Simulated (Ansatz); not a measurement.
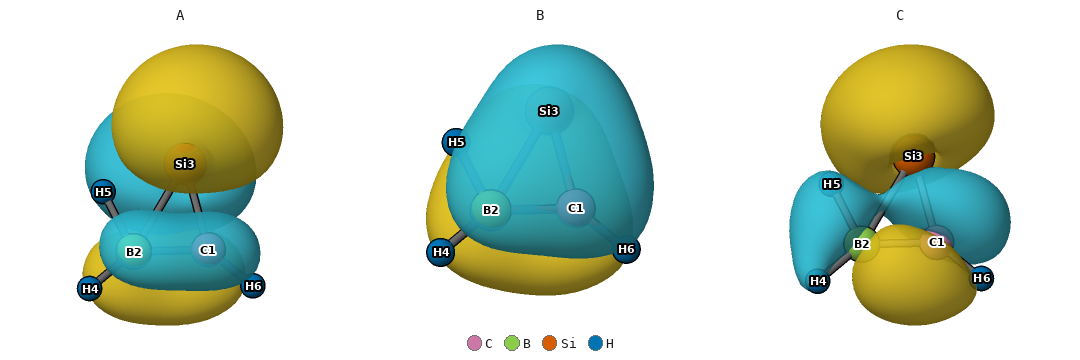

Figure 1: CH₃BSi. Three frontier orbitals at ±0.08 Å⁻³ᐟ² (yellow and cyan are the two phases), in no order.

Geometry: r2SCAN-D4/def2-TZVP.

The calculation used Ansatz, isolated molecule in a Gaussian basis; Kohn-Sham density functional theory, functional PBE0.

```xyz
6

C    -2.3427    1.7035   -0.9315
B    -1.4869    1.6633    0.2359
Si   -1.1714    0.5367   -1.5342
H    -1.3600    2.1205    1.3257
H    -0.5033    0.8382    0.0362
H    -3.2420    2.2219   -1.2156
```

Order the three orbitals by energy and name them.

Answer. B is the HOMO−1 (−7.99 eV). By Hirshfeld shares it lies mainly on C1 (about 40 %), Si3 (about 30 %) and B2 (about 25 %); it changes sign across the molecular plane (π type); π-bonding across C1–B2, C1–Si3 and B2–Si3. C is the HOMO (−7.24 eV). By Hirshfeld shares it lies mainly on Si3 (about 55 %), C1 (about 25 %) and B2 (about 10 %); it is symmetric in the molecular plane (an in-plane orbital: σ, lone-pair or in-plane π type). A is the LUMO (−1.66 eV). Its weight (Hirshfeld) is mainly on Si3 (about 70 %), C1 (about 10 %) and B2 (about 10 %); it changes sign across the molecular plane (π type); π-bonding across C1–B2.

What is the HOMO–LUMO gap?

Answer. 5.58 eV between the orbital energies.
